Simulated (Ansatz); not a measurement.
# The perfect V wire along [111], 13 atoms a period

Aim: is the V wire along [111], 13 atoms a period a metal or a semiconductor?

Program: Ansatz 0.2.0. Level of theory: DFT PBE, plane waves, PAW; relaxation of a wire's period; PAW set soft_1, in the first sound run; inputs show where later runs differ. Results are calculated unless marked as measured.

### 1. The structure

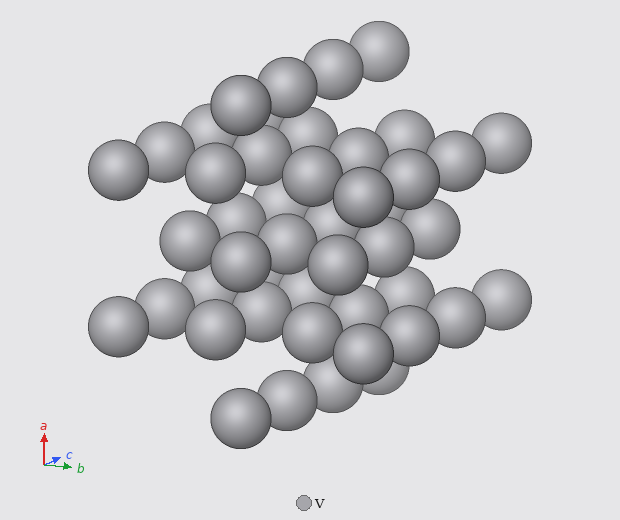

Start, viewed at a slant to the c axis; vanadium grey. 1×1×3 cells are drawn. Some periodic images of atoms are drawn too.

The cell holds 13 atoms: 13 V. Its edges and angles: a = 15.257 Å, b = 14.124 Å, c = 2.589 Å, α = 90.0°, β = 90.0°, γ = 90.0°. Vacuum lies along a and b. The structure's axis is c.

### 2. The relaxed wire

Band widths follow the bond lengths, so the wire is relaxed first. The atoms and the third cell vector are free; the box across stays fixed as vacuum. A Fermi-Dirac smearing is set since the result may be a metal. The pressure printed is a third of the stress's trace over the whole box, vacuum included; only the stress along the axis is relaxed.

The input, input.yaml:

```yaml
crystal:
  lattice:
    - [15.257, 0.0, 0.0]
    - [0.0, 14.124, 0.0]
    - [0.0, 0.0, 2.5894159573]
  atoms:
    - { symbol: V, position: [0.222848529, 0.499999091, 0.0] }
    - { symbol: V, position: [0.361424217, 0.759273176, 0.0] }
    - { symbol: V, position: [0.499999905, 0.499999091, 0.0] }
    - { symbol: V, position: [0.638575593, 0.759273176, 0.0] }
    - { symbol: V, position: [0.361424217, 0.413574397, 0.333333333] }
    - { symbol: V, position: [0.499999905, 0.672848481, 0.333333333] }
    - { symbol: V, position: [0.638575593, 0.413574397, 0.333333333] }
    - { symbol: V, position: [0.361424217, 0.586423786, 0.666666667] }
    - { symbol: V, position: [0.499999905, 0.327149702, 0.666666667] }
    - { symbol: V, position: [0.638575593, 0.586423786, 0.666666667] }
    - { symbol: V, position: [0.361424217, 0.240725007, 0.0] }
    - { symbol: V, position: [0.638575593, 0.240725007, 0.0] }
    - { symbol: V, position: [0.777151282, 0.499999091, 0.0] }
kpoints:
  mp_grid: { grid: [1, 1, 31] }
scf:
  occupations: { method: fermi_dirac, width: 0.05 }
hamiltonian:
  xc: pbe
  pseudopotentials: { kind: paw, azcp: { folder: soft_1 } }
relax:
  cell: { fix: [a, b, alpha, beta, gamma] }
  max_steps: 45
  f_tol: 0.03
```

Run with:

```console
$ ansatz run input.yaml --threads 4 --pin off --max-ram 16384MiB --backend cpu --events-out ev --progress --plain --runs-dir out
```

Numbers of over 12 decimals in the logs are rounded to 6 here.

The log of the run:

```text
Engine: ansatz 0.2.0, x86_64-unknown-linux-gnu
Pseudopotentials: kind: paw
Pseudopotential: V, paw, valence charge 13, recommended cutoff 420 eV (normal), soft_1/V.paw.azcp
Functional definition: PBE
  parameter kappa = 0.804
  parameter beta = 0.066725
  exchange = pbe_x(kappa = kappa, mu = beta*pi^2/3)
  correlation = pbe_c(beta = beta)
Crystal: 13 atoms, lattice volume = 557.993 Å³
Basis set: ecut = 420 eV, 10925 PW (Γ), exchange–correlation on 216×192×36 points (8 copies of the dense FFT grid, shifted against one another)
Bands: 102, of which v1, the nominal top of the filled ones, is band 85 counted from 1 (84 counted from 0)
Symmetry: 4 space group operations
Space group: P2/m (ITA 10), of the structure as read, at distance tolerance 8.2e-5 Å
k-points: 16 of 31
Non-local potential: V, projectors of the file, l = 0: 3, l = 1: 2, l = 2: 3, l = 3: 1
PAW form: soft (Blöchl's): semilocal exchange-correlation on the pseudo side does not see the compensation charge
PAW one-centre angular grid: V, 590 points (default); XC on 64 Gauss nodes
Initial density: superposition of atomic densities (neutral atoms: chi_scale 0, normalization atom)
Initial wavefunctions: pseudopotential atomic-orbital guess
Functional: x = pbe(κ = 0.804, μ = 0.219515), c = pbe(β = 0.066725)
SCF iter   1: F=—  HF=-37870.251187 eV  |F-HF|=—  |Δ(HF+E_count)|=         —  Δρ=1.06e-1  dr2=4.61e2  ethr=3.10e-3  ⟨swp⟩=10.5  Hψ=7582  notcnv=0
preconditioner: auto → LDOS  [metal: Δε(μ)=0.009 eV  Ē_g=3.254 eV  σ=0.050 eV  W_gap=0.05  n_scr=84 (ndim 8)  ℏωp=12.7 eV  f_vac=0.493  D(μ)=20.69/eV (n_scr^D=140)  β→1.0]
SCF iter   2: F=—  HF=-37888.773626 eV  |F-HF|=—  |Δ(HF+E_count)|=    1.85e1  Δρ=1.56e-1  dr2=1.18e3  ethr=3.10e-3  ⟨swp⟩=13.6  Hψ=12637  notcnv=0  defer=29  recentre
SCF iter   3: F=—  HF=-37849.429022 eV  |F-HF|=—  |Δ(HF+E_count)|=    3.93e1  Δρ=4.88e-2  dr2=9.89e1  ethr=3.10e-3  ⟨swp⟩=12.7  Hψ=10049  notcnv=0  defer=9
SCF iter   4: F=—  HF=-37845.199088 eV  |F-HF|=—  |Δ(HF+E_count)|=    4.23e0  Δρ=9.73e-3  dr2=5.64e0  ethr=3.10e-3  ⟨swp⟩=7.1  Hψ=4104  notcnv=0  defer=12
SCF iter   5: F=—  HF=-37844.963990 eV  |F-HF|=—  |Δ(HF+E_count)|=   2.35e-1  Δρ=8.27e-3  dr2=1.52e0  ethr=3.10e-3  ⟨swp⟩=5.5  Hψ=2919  notcnv=0  defer=13
SCF iter   6: F=—  HF=-37844.968932 eV  |F-HF|=—  |Δ(HF+E_count)|=   4.94e-3  Δρ=4.14e-3  dr2=1.98e-1  ethr=8.99e-4  ⟨swp⟩=3.8  Hψ=2322  notcnv=0  defer=9
SCF iter   7: F=—  HF=-37844.949879 eV  |F-HF|=—  |Δ(HF+E_count)|=   1.91e-2  Δρ=1.86e-3  dr2=2.32e-1  ethr=1.17e-4  ⟨swp⟩=4.6  Hψ=2559  notcnv=0  defer=11
SCF iter   8: F=—  HF=-37844.940324 eV  |F-HF|=—  |Δ(HF+E_count)|=   9.56e-3  Δρ=9.51e-4  dr2=1.10e-2  ethr=1.17e-4  ⟨swp⟩=3.1  Hψ=1986  notcnv=0  defer=7
SCF iter   9: F=—  HF=-37844.940375 eV  |F-HF|=—  |Δ(HF+E_count)|=   5.12e-5  Δρ=4.43e-4  dr2=4.40e-3  ethr=6.49e-6  ⟨swp⟩=2.7  Hψ=2101  notcnv=0  defer=5
SCF iter  10: F=—  HF=-37844.940370 eV  |F-HF|=—  |Δ(HF+E_count)|=   5.24e-6  Δρ=2.14e-4  dr2=1.52e-3  ethr=2.60e-6  ⟨swp⟩=1.9  Hψ=1787  notcnv=0  defer=5
SCF iter  11: F=—  HF=-37844.940346 eV  |F-HF|=—  |Δ(HF+E_count)|=   2.35e-5  Δρ=4.64e-5  dr2=6.97e-5  ethr=9.02e-7  ⟨swp⟩=2.1  Hψ=2003  notcnv=0  defer=5
SCF iter  12: F=—  HF=-37844.941201 eV  |F-HF|=—  |Δ(HF+E_count)|=   8.54e-4  Δρ=2.30e-5  dr2=8.84e-6  ethr=4.12e-8  ⟨swp⟩=2.9  Hψ=2074  notcnv=0  defer=5
SCF iter  13: F=—  HF=-37844.941201 eV  |F-HF|=—  |Δ(HF+E_count)|=   8.93e-8  Δρ=8.62e-6  dr2=7.64e-7  ethr=5.23e-9  ⟨swp⟩=2.5  Hψ=1972  notcnv=0  defer=5
SCF iter  14: F=—  HF=-37844.941201 eV  |F-HF|=—  |Δ(HF+E_count)|=   3.65e-8  Δρ=2.68e-6  dr2=1.25e-7  ethr=4.52e-10  ⟨swp⟩=2.6  Hψ=2283  notcnv=0  defer=4
SCF iter  15: F=-37844.941201 eV  HF=-37844.941201 eV  |F-HF|=9.74e-9  |Δ(HF+E_count)|=   3.36e-9  Δρ=1.15e-6  dr2=1.22e-8  ethr=5.92e-11  ⟨swp⟩=5.1  Hψ=4240  notcnv=0
SCF 1 converged in 15 iterations: F = -37844.941201 eV  dr2 = 1.22e-8
  greatest PAW one-centre occupation: 1.000 electrons in one spin orbital (limit 2), on the V atom at site 2 (counted from 0), in its partial waves of l = 0
relax step   1: F+E_penalty+E_count = -37844.94120084 eV  Δ(F+E_penalty+E_count) = +0.000e0 eV  max|allowed force component| = 1.613e0 eV/Å  Δτ_max = 0.0000 Å  P = -4.733 GPa  Ω = 557.993 Å³  fix = [a, b, alpha, beta, gamma]  reactions: a -4.116, b -4.125 GPa; alpha +0.001 GPa/rad  (15 SCF iters, dr2 threshold 1.00e-7 eV, accepted)
Crystal: 13 atoms, lattice volume = 539.481 Å³
Basis set: ecut = 420 eV, 10521 PW (Γ), exchange–correlation on 216×192×36 points (8 copies of the dense FFT grid, shifted against one another)
Initial density: handed on by an earlier stage of this run
Initial wavefunctions: those handed on with the density
SCF iter   1: F=—  HF=-37847.810697 eV  |F-HF|=—  |Δ(HF+E_count)|=         —  Δρ=3.71e-2  dr2=2.40e1  ethr=3.10e-3  ⟨swp⟩=12.2  Hψ=8243  notcnv=0
preconditioner: auto → LDOS  [metal: Δε(μ)=0.036 eV  Ē_g=2.617 eV  σ=0.050 eV  W_gap=0.18  n_scr=88 (ndim 8)  ℏωp=12.9 eV  f_vac=0.552  D(μ)=17.63/eV (n_scr^D=100)  β→1.0]
SCF iter   2: F=—  HF=-37848.740533 eV  |F-HF|=—  |Δ(HF+E_count)|=   9.30e-1  Δρ=4.54e-2  dr2=5.58e1  ethr=3.10e-3  ⟨swp⟩=4.2  Hψ=3328  notcnv=0  defer=12  recentre
SCF iter   3: F=—  HF=-37846.640779 eV  |F-HF|=—  |Δ(HF+E_count)|=    2.10e0  Δρ=1.05e-2  dr2=1.97e0  ethr=3.10e-3  ⟨swp⟩=3.3  Hψ=3184  notcnv=0  defer=13
SCF iter   4: F=—  HF=-37846.560708 eV  |F-HF|=—  |Δ(HF+E_count)|=   8.01e-2  Δρ=1.97e-3  dr2=3.70e-2  ethr=1.16e-3  ⟨swp⟩=2.4  Hψ=2039  notcnv=0  defer=17
SCF iter   5: F=—  HF=-37846.558935 eV  |F-HF|=—  |Δ(HF+E_count)|=   1.77e-3  Δρ=8.31e-4  dr2=1.66e-2  ethr=2.19e-5  ⟨swp⟩=3.0  Hψ=2611  notcnv=0  defer=19
SCF iter   6: F=—  HF=-37846.559298 eV  |F-HF|=—  |Δ(HF+E_count)|=   3.63e-4  Δρ=2.60e-4  dr2=6.83e-4  ethr=9.82e-6  ⟨swp⟩=1.7  Hψ=1748  notcnv=0  defer=19
SCF iter   7: F=—  HF=-37846.559818 eV  |F-HF|=—  |Δ(HF+E_count)|=   5.21e-4  Δρ=1.34e-4  dr2=3.56e-4  ethr=4.04e-7  ⟨swp⟩=2.2  Hψ=2411  notcnv=0  defer=19
SCF iter   8: F=—  HF=-37846.559820 eV  |F-HF|=—  |Δ(HF+E_count)|=   1.65e-6  Δρ=4.98e-5  dr2=2.46e-5  ethr=2.11e-7  ⟨swp⟩=1.9  Hψ=1869  notcnv=0  defer=19
SCF iter   9: F=—  HF=-37846.559820 eV  |F-HF|=—  |Δ(HF+E_count)|=   3.27e-7  Δρ=2.71e-5  dr2=8.81e-6  ethr=1.46e-8  ⟨swp⟩=2.0  Hψ=2069  notcnv=0  defer=19
SCF iter  10: F=-37846.559819 eV  HF=-37846.559820 eV  |F-HF|=1.33e-7  |Δ(HF+E_count)|=   6.21e-9  Δρ=6.27e-6  dr2=2.95e-7  ethr=7.69e-10  ⟨swp⟩=3.6  Hψ=5674  notcnv=0
SCF 2 converged in 10 iterations: F = -37846.559819 eV  dr2 = 2.95e-7
[...]
SCF 3 converged in 8 iterations: F = -37846.657862 eV  dr2 = 9.88e-7
relax step   3: F+E_penalty+E_count = -37846.65786193 eV  Δ(F+E_penalty+E_count) = -9.804e-2 eV  max|allowed force component| = 2.242e-1 eV/Å  Δτ_max = 0.0327 Å  P = -0.013 GPa  Ω = 530.228 Å³  energy of the carried Pulay correction = +7.261e-3 eV  fix = [a, b, alpha, beta, gamma]  reactions: a +0.586, b +0.539 GPa; alpha -0.004 GPa/rad  (8 SCF iters, dr2 threshold 1.30e-6 eV, accepted)
[...]
relax step   4: F+E_penalty+E_count = -37846.80185453 eV  Δ(F+E_penalty+E_count) = -1.440e-1 eV  max|allowed force component| = 3.578e-1 eV/Å  Δτ_max = 0.0893 Å  P = +0.856 GPa  Ω = 502.966 Å³  energy of the carried Pulay correction = +1.476e-2 eV  fix = [a, b, alpha, beta, gamma]  reactions: a +0.774, b +0.736 GPa; alpha +0.016 GPa/rad  (10 SCF iters, dr2 threshold 1.30e-6 eV, accepted)
[...]
relax step   5: F+E_penalty+E_count = -37846.85443667 eV  Δ(F+E_penalty+E_count) = -5.258e-2 eV  max|allowed force component| = 1.672e-1 eV/Å  Δτ_max = 0.0208 Å  P = +0.080 GPa  Ω = 507.494 Å³  energy of the carried Pulay correction = +1.349e-2 eV  fix = [a, b, alpha, beta, gamma]  reactions: a +0.193, b +0.145 GPa; alpha +0.009 GPa/rad  (7 SCF iters, dr2 threshold 1.30e-6 eV, accepted)
[...]
relax step   6: F+E_penalty+E_count = -37846.87466011 eV  Δ(F+E_penalty+E_count) = -2.022e-2 eV  max|allowed force component| = 1.585e-2 eV/Å  Δτ_max = 0.0232 Å  P = -0.046 GPa  Ω = 504.583 Å³  energy of the carried Pulay correction = +1.431e-2 eV  fix = [a, b, alpha, beta, gamma]  reactions: a -0.031, b -0.072 GPa; alpha +0.006 GPa/rad  (7 SCF iters, dr2 threshold 1.30e-6 eV, accepted)
Basis set: ecut = 420 eV, 9775 PW (Γ), exchange–correlation on 216×192×32 points (8 copies of the dense FFT grid, shifted against one another)
Initial wavefunctions: pseudopotential atomic-orbital guess (no wavefunctions were taken with the density)
iter 1 solved again at ethr=4.74e-7 eV; its pass at ethr=3.10e-3 eV (dr2=8.01e-4 eV) is discarded
SCF iter   1: F=—  HF=-37846.859188 eV  |F-HF|=—  |Δ(HF+E_count)|=         —  Δρ=1.74e-4  dr2=1.95e-5  ethr=4.74e-7  ⟨swp⟩=4.5  Hψ=12339  notcnv=0
preconditioner: auto → LDOS  [metal: Δε(μ)=0.009 eV  Ē_g=2.565 eV  σ=0.050 eV  W_gap=0.05  n_scr=92 (ndim 8)  ℏωp=13.3 eV  f_vac=0.531  D(μ)=17.65/eV (n_scr^D=110)  β→1.0]
SCF iter   2: F=—  HF=-37846.859471 eV  |F-HF|=—  |Δ(HF+E_count)|=   2.83e-4  Δρ=1.06e-4  dr2=8.62e-5  ethr=1.15e-8  ⟨swp⟩=2.9  Hψ=3362  notcnv=0
SCF iter   3: F=—  HF=-37846.859461 eV  |F-HF|=—  |Δ(HF+E_count)|=   9.82e-6  Δρ=7.07e-5  dr2=3.73e-5  ethr=1.15e-8  ⟨swp⟩=2.4  Hψ=3121  notcnv=0
SCF iter   4: F=—  HF=-37846.859457 eV  |F-HF|=—  |Δ(HF+E_count)|=   4.00e-6  Δρ=2.35e-5  dr2=2.59e-6  ethr=1.15e-8  ⟨swp⟩=2.0  Hψ=2133  notcnv=0
SCF iter   5: F=—  HF=-37846.859717 eV  |F-HF|=—  |Δ(HF+E_count)|=   2.60e-4  Δρ=6.20e-6  dr2=3.17e-7  ethr=1.53e-9  ⟨swp⟩=2.8  Hψ=3273  notcnv=0
SCF iter   6: F=—  HF=-37846.859717 eV  |F-HF|=—  |Δ(HF+E_count)|=   5.39e-9  Δρ=2.52e-6  dr2=3.59e-8  ethr=1.88e-10  ⟨swp⟩=1.6  Hψ=1797  notcnv=0
SCF iter   7: F=—  HF=-37846.859717 eV  |F-HF|=—  |Δ(HF+E_count)|=   3.41e-9  Δρ=4.11e-7  dr2=1.03e-9  ethr=2.13e-11  ⟨swp⟩=2.0  Hψ=2175  notcnv=0
SCF iter   8: F=—  HF=-37846.859717 eV  |F-HF|=—  |Δ(HF+E_count)|=  3.64e-10  Δρ=3.09e-7  dr2=5.65e-10  ethr=1.00e-12  ⟨swp⟩=3.6  Hψ=3458  notcnv=0
SCF iter   9: F=-37846.859717 eV  HF=-37846.859717 eV  |F-HF|=2.91e-11  |Δ(HF+E_count)|=  5.82e-11  Δρ=8.73e-8  dr2=4.30e-11  ethr=1.00e-12  ⟨swp⟩=3.6  Hψ=5662  notcnv=0
SCF 7 converged in 9 iterations: F = -37846.859717 eV  dr2 = 4.30e-11
relax step   7: F+E_penalty+E_count = -37846.85971665 eV  Δ(F+E_penalty+E_count) = +1.494e-2 eV  max|allowed force component| = 1.497e-2 eV/Å  Δτ_max = 0.0000 Å  P = -0.041 GPa  Ω = 504.583 Å³  fix = [a, b, alpha, beta, gamma]  reactions: a -0.022, b -0.062 GPa; alpha +0.006 GPa/rad  stress off target by 3.99e-2 GPa on what of the cell is left free  SCF on the basis re-selected at this cell (its energy is not comparable with the rows above)  (9 SCF iters)
basis re-selected at this cell: Δ(F+E_penalty+E_count) = +1.494e-2 eV, ΔP = +0.005 GPa vs the last step (what re-selecting the basis moved, of the pressure what is left beyond the Pulay correction that the steps carried, after the strain that the cell walked since its last selection, with what the two solves' SCF thresholds leave and, on support functions, any second-order correction that the steps lacked; it is no measure of the basis error at this ecutwfc). The dense FFT grid was sized anew with the basis: this SCF ran on 108×96×16 points, the steps before it on 108×96×18, so part of this shift can come from that change (see relax.cell in the input reference). [rest of the remark cut]
SCF converged after 9 iterations
Free energy (F): -37846.859717 eV
Harris-Foulkes:  -37846.859717 eV  (|F-HF|=2.91e-11)
Internal energy: -37846.716831 eV  (E = F + TS)
E sigma→0 (E₀):  -37846.788274 eV
Entropy (-TS):   -0.142885 eV (-10.991 meV/atom)
Fermi energy:    3.560781 eV
--- Per-component energies (eV) ---
  E_band       = -4083.373297
  E_kinetic    = 3849.007755
  E_local      = -96771.003961  (includes V_loc(G=0)·N_el)
  E_nonlocal   = 1097.588793
  E_hartree    = 46202.264643
  E_xc         = -1484.344846
  E_vxc        = -1876.756021  (∫ρ·V_xc dr)
  E_paw        = -14648.029701  (= ΣΔE_a)
  E_vpaw       = -2786.752636  (= ΣTr[D̂ρ^β])
  E_aug_tail   = 0.014092  (compensation charges beyond the density's cutoff)
  E_ewald      = 23907.786393
  E_smearing   = -0.142885  (= −TS)
  E_closure    = 0.000000  (closes the sum)
  Σ components = -37846.859717   (vs F -37846.859717, Δ=0.00e0)
--- Forces (eV/Å), atoms counted from 1 ---
  atom   1  V     -0.00973557     0.00000000    -0.00000000
  atom   2  V     -0.00543876     0.00926759    -0.00054594
  atom   3  V      0.00000000     0.00000000     0.00000000
  atom   4  V      0.00543876     0.00926759    -0.00054594
  atom   5  V      0.01320023     0.00587517     0.00971346
  atom   6  V     -0.00000000    -0.01497264     0.01058253
  atom   7  V     -0.01320023     0.00587517     0.00971346
  atom   8  V      0.01320023    -0.00587517    -0.00971346
  atom   9  V      0.00000000     0.01497264    -0.01058253
  atom  10  V     -0.01320023    -0.00587517    -0.00971346
  atom  11  V     -0.00543876    -0.00926759     0.00054594
  atom  12  V      0.00543876    -0.00926759     0.00054594
  atom  13  V      0.00973557    -0.00000000     0.00000000
  max |Σ_I F_I| component: 3.47e-18 eV/Å
--- Stress (GPa, compression-positive) ---
       -0.021815      -0.000000      -0.000000
       -0.000000      -0.061964      -0.005868
       -0.000000      -0.005868      -0.039863
  P = ⅓ Tr σ = -0.0412 GPa (-0.412 kbar)
--- Relaxed structure (6 steps of the walk, 6 accepted, 1 SCFs on fresh bases) ---
  F+E_penalty+E_count = -37846.85971665 eV   max|allowed force component| = 1.497e-2 eV/Å   (the final SCF, on the basis selected at the relaxed cell)
  cell:  # Å, volume = 504.5834 Å³
    - [15.257, 0, 0]
    - [0, 14.124, 0]
    - [0, 0, 2.341565]
  atoms:
    - { symbol: V, position: [0.226753, 0.500000, 0] }
    - { symbol: V, position: [0.363292, 0.755807, 0.000613456] }
    - { symbol: V, position: [0.5, 0.500000, 0] }
    - { symbol: V, position: [0.636708, 0.755807, 0.000613456] }
    - { symbol: V, position: [0.354464, 0.409149, 0.365956] }
    - { symbol: V, position: [0.5, 0.681662, 0.366580] }
    - { symbol: V, position: [0.645536, 0.409149, 0.365956] }
    - { symbol: V, position: [0.354464, 0.590851, 0.634044] }
    - { symbol: V, position: [0.5, 0.318338, 0.633420] }
    - { symbol: V, position: [0.645536, 0.590851, 0.634044] }
    - { symbol: V, position: [0.363292, 0.244193, -0.000613456] }
    - { symbol: V, position: [0.636708, 0.244193, -0.000613456] }
    - { symbol: V, position: [0.773247, 0.500000, 0] }
```

Wall time 84 s (4 threads of AMD EPYC 9R14 (Zen 4), shared host); peak memory 1.9 GiB; 5.3 min of CPU time.

This run has no spin polarisation, although V can carry a moment.

(Part 1 of 2 ends here.)

[Logs are printed without paths, hosts, clocks, repeated set-up lines and the standing remarks that a program may print on its own settings, such as how far it seeks lower states.]

[Hosts, paths, dates, database ids (printed as entryN), source tags and the programs' standing remarks are cut or masked in the printed files.]
